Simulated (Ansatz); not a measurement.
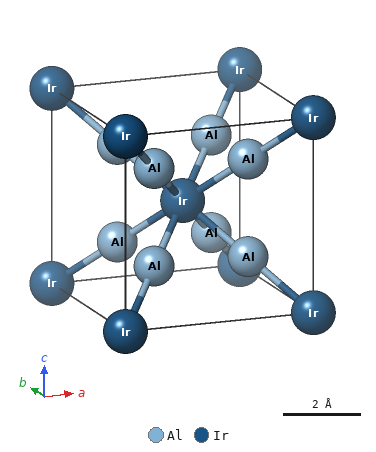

Solid Al4Ir (a generated structure, set up in Im-3m) (coarse preliminary run), before the relaxation. Style: ball-and-stick. Shown: the conventional cell (2 times the calculation's cell), slightly off an axis. Lengths and directions refer to the drawn axes.

These are results of DFT PBE, scalar-relativistic, plane waves, PAW (Ansatz), not measurements.

Input file:
```yaml
crystal:
  lattice:
    - [-2.63807464, 2.63807464, 2.63807464]
    - [2.63807464, -2.63807464, 2.63807464]
    - [2.63807464, 2.63807464, -2.63807464]
  atoms:
    - { symbol: Al, position: [0.0, 0.0, 0.5] }
    - { symbol: Al, position: [0.5, 0.0, 0.0] }
    - { symbol: Al, position: [0.5, 0.5, 0.5] }
    - { symbol: Al, position: [0.0, 0.5, 0.0] }
    - { symbol: Ir, position: [0.0, 0.0, 0.0] }
basis:
  ecutwfc: 420
kpoints:
  mp_grid: { grid: [6, 6, 6] }
hamiltonian:
  xc: pbe
scf:
  occupations: { method: gaussian, width: 0.1 }
  lower_state_search: "off"
output:
  forces: true
  stress: true
  eigenvalues: true
relax:
  adjacent_minimum: "off"
  f_tol: 0.04
  max_steps: 70
  cell: { stress_tol: 0.4 }
```

Launched with:
```bash
ansatz run input.yaml --threads 1 --pin off --max-ram 2560MiB --backend cpu --events-out ev --progress --plain --runs-dir out
```

### Where does the relaxation end?

Over 5 accepted moves (7 points after the start) the energy falls by 2.744 eV per cell of the calculation. All forces vanish by symmetry, so only the cell relaxes. The pressure goes from 48.75 to 0.03 GPa. At 2 points the geometry stayed and the basis and grid were re-selected for the new cell (energy shift of 33.0 meV per cell of the calculation at most each time). No atom moves by more than 0.005 Å relative to the cell. Cell: a = b = c 5.276 → 5.771 Å (+9.4 %). Volume +30.8 %. Among the contacts that change: Al1–Ir5 2.285 → 2.499 Å. The space group stays Im-3m (No. 229). The run took 15 s on 1 thread of Arm Neoverse V1, on a shared host, peak memory 0.35 GiB.

The structure at the end:

```xyz
5
Lattice="-2.8853 2.8853 2.8853 2.8853 -2.8853 2.8853 2.8853 2.8853 -2.8853" Properties=species:S:1:pos:R:3 pbc="T T T"
Al    1.4426    1.4426    4.3279
Al    4.3279    1.4426    1.4426
Al    1.4426    1.4426    1.4426
Al    1.4426    4.3279    1.4426
Ir    2.8853    2.8853    2.8853
```

After the run, drawn alike:

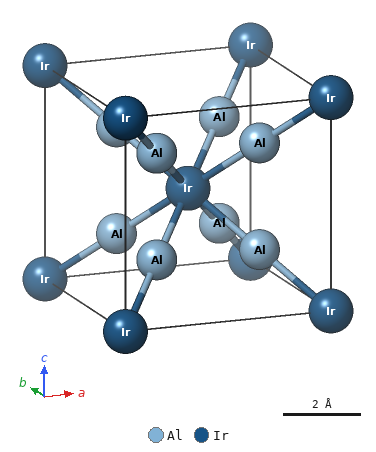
